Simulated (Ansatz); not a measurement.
**Effect of N → As on GaN**

The parent structure is GaN in the wurtzite structure (space group P6_3mc, No. 186; a = 3.183 Å, c = 5.184 Å).

Perturbation: As takes the place of N on all its sites, then cell and atoms are relaxed.

Calculations: Ansatz (a program for electronic structure) r2SCAN, spin-orbit coupling left out, earlier PAW set. k-mesh 10×10×5 (Γ-centred); smearing 0.05 eV (Fermi–Dirac), for the changed cell.

```csv
quantity,base,changed,shift
volume per atom,11.37 Å³,22.73 Å³,+11.36 Å³
density,6.11 g/cm³,5.28 g/cm³,-0.83 g/cm³
c/a ratio,1.628,1.649,+0.021
space group,P6_3mc (No. 186),P6_3mc (No. 186),–
shortest interatomic distance,3.677 bohr,4.631 bohr,+0.954 bohr
band gap,2.35 eV,0.97 eV,-1.38 eV
gap character,direct at Γ,direct at Γ,–
electron mass,"0.17 mₑ along c, 0.19 mₑ across (at Γ)","0.049 mₑ along c, 0.058 mₑ across (at Γ)",–
"valence-band top at Γ (three highest levels, from the VBM)","0.00, 0.00, -0.04 eV","0.00, 0.00, -0.19 eV",–
```

Final structure:

```
CELL_PARAMETERS angstrom
      3.99287     0.00000     0.00000
     -1.99644     3.45793     0.00000
      0.00000     0.00000     6.58608
ATOMIC_POSITIONS crystal
  Ga 0.66667 0.33333 0.99952
  Ga 0.33333 0.66667 0.49952
  As 0.66667 0.33333 0.62568
  As 0.33333 0.66667 0.12568
```

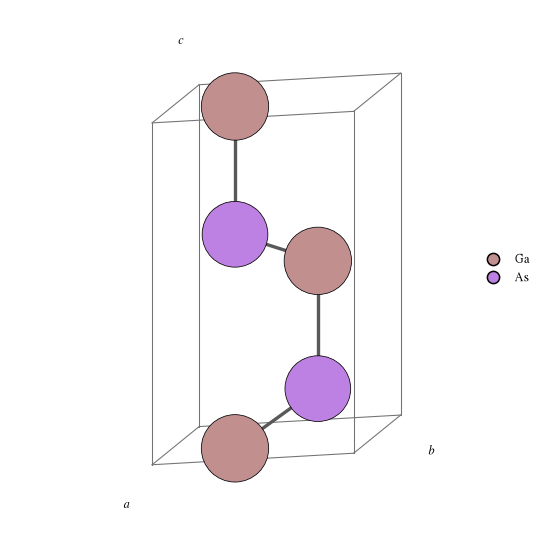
Fig. 1. The relaxed conventional cell after the change

Cost of the whole job for the changed cell (relaxation, final SCF and bands): about 4 core-minutes (a rough figure).

Masses are band curvatures over ±0.01 Å⁻¹ around the edge. No phonon test of stability was made. For GaAs in this form, whether it has been made was not checked. This is not the structure that GaAs has at room temperature and ambient pressure.
